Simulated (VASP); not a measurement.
```
CELL_PARAMETERS angstrom
      5.09826     0.00000     0.00000
      0.00000     5.09826     0.00000
      0.00000     0.00000     5.09826
ATOMIC_POSITIONS crystal
  Sr 0.50000 0.00000 0.50000
  Sr 0.00000 0.50000 0.50000
  Sr 0.50000 0.50000 0.00000
  Sn 0.00000 0.00000 0.00000
  O  0.50000 0.50000 0.50000
```

Level of theory: PBEsol GGA, VASP's PBE PAW potentials (set 64) (plane waves; VASP 6.6.1). Run with 520 eV cut-off, 7×7×7 Γ-centred mesh, tetrahedra with Blöchl corrections, potentials Sr_sv Sn_d O.

Unless said otherwise, spin-orbit coupling is left out, though it shifts the bands of the heavy elements here.

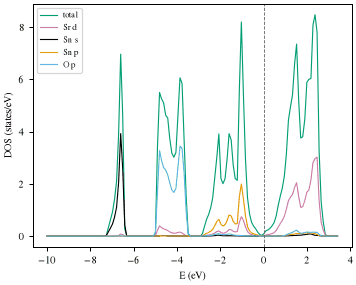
Total and projected density of states, zero at the Fermi level

Within 2 eV below the Fermi level the largest weight inside VASP's projection spheres is Sn p, then Sr d.

It has no gap at this level: it comes out as a metal or semimetal.

The structure comes from a computed database's Sr3SnO entry (Pm-3m); how it stands against other phases isn't given here. It was relaxed first.
